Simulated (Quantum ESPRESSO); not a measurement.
# Magnetic state of NiAgO2 from several starts, part 2 of 2

Aim: find out which collinear order of NiAgO2 costs least.

Quantum ESPRESSO 7.5; LDA; plane waves with GBRV 1.5 LDA potentials, no spin-orbit coupling.

So far, absolute magnetization (μB): step 2 (start 1: ferro ++) 1.40.

**3. Run 2 (antiferro +−)**

File pw.in:

```
&CONTROL
  calculation = 'scf'
  prefix = 'pwscf'
  outdir = './tmp'
  pseudo_dir = './pseudo'
  disk_io = 'nowf'
/
&SYSTEM
  ibrav = 0
  nat = 8
  ntyp = 4
  ecutwfc = 40
  ecutrho = 280
  nbnd = 62
  occupations = 'smearing'
  smearing = 'fd'
  degauss = 0.00367493
  nspin = 2
  starting_magnetization(1) = 0.1111
  starting_magnetization(2) = -0.1111
  starting_magnetization(3) = 0
  starting_magnetization(4) = 0
/
&ELECTRONS
  conv_thr = 1.6d-08
  electron_maxstep = 150
  mixing_beta = 0.3
/
ATOMIC_SPECIES
Ni1    58.6934 ni_lda_v1.4.uspp.F.UPF
Ni2    58.6934 ni_lda_v1.4.uspp.F.UPF
Ag    107.8682 ag_lda_v1.4.uspp.F.UPF
O      15.9990 o_lda_v1.2.uspp.F.UPF
CELL_PARAMETERS angstrom
   2.9991629743    0.0000000000    0.0000000000
  -1.4995814871    2.5973513258    0.0000000000
   0.0000000000    0.0000000000   12.3151270000
ATOMIC_POSITIONS crystal
Ni1     0.0000000000    0.0000000000    0.5000000000
Ni2     0.0000000000    0.0000000000    0.0000000000
Ag      0.6666666700    0.3333333300    0.7500000000
Ag      0.3333333300    0.6666666700    0.2500000000
O       0.3333333300    0.6666666700    0.4180620000
O       0.6666666700    0.3333333300    0.9180620000
O       0.6666666700    0.3333333300    0.5819380000
O       0.3333333300    0.6666666700    0.0819380000
K_POINTS automatic
8 8 2 0 0 0
```

Started as:

```
$ OMP_NUM_THREADS=1 mpirun -n 4 pw.x -nk 4 -in pw.in > pw.out
```

Output:

```text
[banner, memory and clock lines left out]
Program PWSCF v.7.5 starts

     Message from routine setup:
     using ibrav=0 with symmetry is DISCOURAGED, use correct ibrav instead

     bravais-lattice index     =            0
     lattice parameter (alat)  =       5.6676  a.u.
     unit-cell volume          =     647.3904 (a.u.)^3
     number of atoms/cell      =            8
     number of atomic types    =            4
     number of electrons       =        98.00
     number of Kohn-Sham states=           62
     kinetic-energy cutoff     =      40.0000  Ry
     charge density cutoff     =     280.0000  Ry
     scf convergence threshold =      1.6E-08
     mixing beta               =       0.3000
     number of iterations used =            8  plain     mixing
     Exchange-correlation= SLA  PZ   NOGX NOGC
                           (   1   1   0   0   0   0   0)

     celldm(1)=   5.667597  celldm(2)=   0.000000  celldm(3)=   0.000000
     celldm(4)=   0.000000  celldm(5)=   0.000000  celldm(6)=   0.000000

     crystal axes: (cart. coord. in units of alat)
               a(1) = (   1.000000   0.000000   0.000000 )
               a(2) = (  -0.500000   0.866025   0.000000 )
               a(3) = (   0.000000   0.000000   4.106188 )

     reciprocal axes: (cart. coord. in units 2 pi/alat)
               b(1) = (  1.000000  0.577350 -0.000000 )
               b(2) = (  0.000000  1.154701  0.000000 )
               b(3) = (  0.000000 -0.000000  0.243535 )

     PseudoPot. # 1 for Ni read from file:
     ni_lda_v1.4.uspp.F.UPF
     Pseudo is Ultrasoft + core correction, Zval = 18.0

     PseudoPot. # 2 for Ni read from file:
     ni_lda_v1.4.uspp.F.UPF
     Pseudo is Ultrasoft + core correction, Zval = 18.0

     PseudoPot. # 3 for Ag read from file:
     ag_lda_v1.4.uspp.F.UPF
     Pseudo is Ultrasoft + core correction, Zval = 19.0

     PseudoPot. # 4 for O  read from file:
     o_lda_v1.2.uspp.F.UPF
     Pseudo is Ultrasoft + core correction, Zval =  6.0

     atomic species   valence    mass     pseudopotential
     Ni1              18.00    58.69340     Ni( 1.00)
     Ni2              18.00    58.69340     Ni( 1.00)
     Ag               19.00   107.86820     Ag( 1.00)
     O                 6.00    15.99900     O ( 1.00)

     Starting magnetic structure
     atomic species   magnetization
     Ni1             0.111
     Ni2            -0.111
     Ag              0.000
     O               0.000

     12 Sym. Ops., with inversion, found

   Cartesian axes

     site n.     atom                  positions (alat units)
         1        Ni1    tau(   1) = (   0.0000000   0.0000000   2.0530940  )
         2        Ni2    tau(   2) = (   0.0000000   0.0000000   0.0000000  )
         3        Ag     tau(   3) = (   0.5000000   0.2886751   3.0796410  )
         4        Ag     tau(   4) = (  -0.0000000   0.5773503   1.0265470  )
         5        O      tau(   5) = (  -0.0000000   0.5773503   1.7166412  )
         6        O      tau(   6) = (   0.5000000   0.2886751   3.7697352  )
         7        O      tau(   7) = (   0.5000000   0.2886751   2.3895468  )
         8        O      tau(   8) = (  -0.0000000   0.5773503   0.3364528  )

     number of k points=    20  Fermi-Dirac smearing, width (Ry)=  0.0037
                       cart. coord. in units 2pi/alat
        k(    1) = (   0.0000000   0.0000000   0.0000000), wk =   0.0078125
        k(    2) = (   0.0000000   0.0000000  -0.1217674), wk =   0.0078125
        k(    3) = (   0.0000000   0.1443376   0.0000000), wk =   0.0468750
        k(    4) = (   0.0000000   0.1443376  -0.1217674), wk =   0.0468750
        k(    5) = (   0.0000000   0.2886751   0.0000000), wk =   0.0468750
        [... 15 further k-points ...]

     Dense  grid:    51111 G-vectors     FFT dimensions: (  32,  32, 125)

     Smooth grid:    22245 G-vectors     FFT dimensions: (  24,  24,  96)

     Check: negative core charge=   -0.000008
     Generating pointlists ...
     new r_m :   0.2756 (alat units)  1.5622 (a.u.) for type    1
     new r_m :   0.2756 (alat units)  1.5622 (a.u.) for type    2
     new r_m :   0.2847 (alat units)  1.6134 (a.u.) for type    3
     new r_m :   0.2756 (alat units)  1.5622 (a.u.) for type    4

     Initial potential from superposition of free atoms

     starting charge      92.9999, renormalised to      98.0000
     Starting wfcs are   68 randomized atomic wfcs

     Self-consistent Calculation

     iteration #  1     ecut=    40.00 Ry     beta= 0.30
     Davidson diagonalization with overlap
     ethr =  1.00E-02,  avg # of iterations =  3.6

     total energy              =   -1368.72934366 Ry
     estimated scf accuracy    <     101.14527649 Ry

     total magnetization       =     0.00 Bohr mag/cell
     absolute magnetization    =     0.73 Bohr mag/cell

     iteration #  2     ecut=    40.00 Ry     beta= 0.30
     Davidson diagonalization with overlap
     ethr =  1.00E-02,  avg # of iterations =  4.8

     total energy              =   -1385.42563341 Ry
     estimated scf accuracy    <     245.09229626 Ry

     total magnetization       =     0.00 Bohr mag/cell
     absolute magnetization    =     0.11 Bohr mag/cell

     [... further iterations left out ...]

     iteration # 30     ecut=    40.00 Ry     beta= 0.30
     Davidson diagonalization with overlap
     ethr =  1.53E-10,  avg # of iterations =  3.0

     total energy              =   -1406.68643786 Ry
     estimated scf accuracy    <       0.00000006 Ry

     total magnetization       =    -0.01 Bohr mag/cell
     absolute magnetization    =     1.17 Bohr mag/cell

     iteration # 31     ecut=    40.00 Ry     beta= 0.30
     Davidson diagonalization with overlap
     ethr =  5.62E-11,  avg # of iterations =  3.0

     Magnetic moment per site  (integrated on atomic sphere of radius R)
     atom   1 (R=0.276)  charge= 15.4281  magn=  0.4313
     atom   2 (R=0.276)  charge= 15.4302  magn= -0.4356
     atom   3 (R=0.285)  charge= 15.3262  magn= -0.0001
     atom   4 (R=0.285)  charge= 15.3262  magn= -0.0001
     atom   5 (R=0.276)  charge=  5.3680  magn=  0.0576
     atom   6 (R=0.276)  charge=  5.3676  magn= -0.0583
     atom   7 (R=0.276)  charge=  5.3680  magn=  0.0576
     atom   8 (R=0.276)  charge=  5.3676  magn= -0.0583

     End of self-consistent calculation

     [... lines left out ...]
     the Fermi energy is    11.5083 ev

!    total energy              =   -1406.68643839 Ry
     estimated scf accuracy    <       0.00000001 Ry
     smearing contrib. (-TS)   =      -0.00423583 Ry
     internal energy E=F+TS    =   -1406.68220255 Ry

     The total energy is F=E-TS. E is the sum of the following terms:
     one-electron contribution =    -835.02221008 Ry
     hartree contribution      =     462.94609303 Ry
     xc contribution           =    -155.24395211 Ry
     ewald contribution        =    -879.36213339 Ry

     total magnetization       =    -0.01 Bohr mag/cell
     absolute magnetization    =     1.17 Bohr mag/cell

     convergence has been achieved in  31 iterations
```

Wall time 85 s (4 MPI ranks of Intel Xeon Platinum 8488C (Sapphire Rapids), shared host); peak memory 0.7 GiB; 5.7 min of CPU time.

Spin moment in the atom's sphere by atom:

| atom | spin moment in the atom's sphere (μB) |
| --- | --- |
| Ni1 | 0.431 |
| Ni2 | -0.436 |
| Ag3 | 0.000 |
| Ag4 | 0.000 |
| O5 | 0.058 |
| O6 | -0.058 |
| O7 | 0.058 |
| O8 | -0.058 |

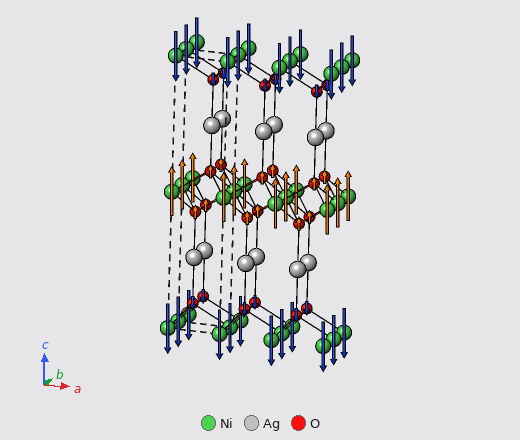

Spin moment in the atom's sphere as arrows, the longest 0.436 μB. Up and down stand for the sign. Arrows give size and sign along the axis of quantisation, drawn up and down the page. Each arrow also spans its atom, so small moments look longer than they are. The two directions have two colours. Bonds to atoms that aren't drawn are left out. 3×2×1 cells are drawn. Some periodic images of atoms are drawn too.

Read from the output:

```
smearing term TS       : 0.05763 eV
magnetization          : -0.006 μB
absolute magnetization : 1.171 μB
final state            : antiferromagnetic
```

**4. Energies of the orders**

An order is kept where moments of 0.15 μB or more survive with the typed signs; meshes match where a doubled cell samples the same k points as the first cell.

Orders:

| start | final state | typed order kept | energy over the lowest (meV a seeded atom) | largest site moment (μB) | net moment (μB a cell of the first run) | mesh matched | CPU time (s) |
| --- | --- | --- | --- | --- | --- | --- | --- |
| ferro ++ | ferromagnetic | yes | 0 | 0.5074 | 1.372 | yes | 200.5 |
| antiferro +- | antiferromagnetic | yes | 3.834 | 0.4356 | 0.005962 | yes | 339 |

**5. What came out**

- lowest state found: ferromagnetic (from ferro ++)
- largest site moment: 0.507 μB
- next state with moments: antiferromagnetic, 3.83 meV a seeded atom higher

In words: The smearing terms TS of the orders run from 26 to 29 meV a seeded atom, so the differences would change at a smaller width: an order with a larger TS is lowered more by the smearing. This is the lowest of 2 collinear or spinless starts, no proof of the ground state. No Hubbard term acts here. In such compounds local and semilocal functionals without one often delocalise the d electrons, and can shrink or lose moments and miss the size, sign and order of the couplings. The smearing term is large for its width, so states at the Fermi level are partly filled: at this level the cell is a metal or has a gap of a few widths at most.

[Logs and program files are shortened in this print: banners, set-up blocks, solver, clock and traceback lines can be left out without a mark of their own.]

[Logs are printed without paths, hosts, clocks, repeated set-up lines and the standing remarks that a program may print on its own settings, such as how far it seeks lower states.]

[Hosts, paths, dates, database ids (printed as entryN), source tags and the programs' standing remarks are cut or masked in the printed files.]

[Where a cell is said to come from a database of computed structures, the database is the Materials Project.]
